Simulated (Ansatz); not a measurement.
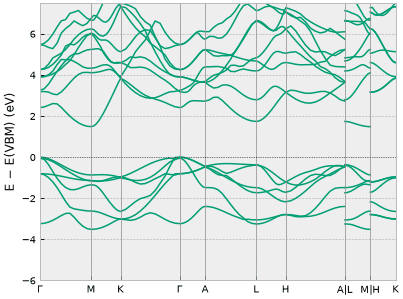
Band structure from DFT-r²SCAN in the program Ansatz with PAW potentials

Q: Read off the gap and where the band edges lie.

A: About 1.5 eV (1.48 eV by a search for the band edges); maximum at Γ, minimum at M.

Q: Which of these materials gives this?
A) Li3LaBi2, P-3m1 (Li on 2d, Li on 1b, La on 1a, Bi on 2d)
B) BaMg2P2, P-3m1 (Ba on 1a, Mg on 2d, P on 2d)
C) InGaN2, P3m1 (In on 1a, Ga on 1c, N on 1c, N on 1a)
D) Mg3Sb2, La2O3 or Ni2Al3 type

A: B, BaMg2P2, P-3m1 (Ba on 1a, Mg on 2d, P on 2d)

The workflow started from a Materials Project entry (that database holds measured and hypothetical structures alike); the Crystallography Open Database copy checked does not list it. Its standing as an ambient phase is unchecked. Symmetry was held in the r²SCAN relaxation; its stability against distortions is not shown here. Scalar-relativistic: spin–orbit coupling is off unless named, which matters more the heavier the elements.

Potentials: the later of the program's two PAW sets.
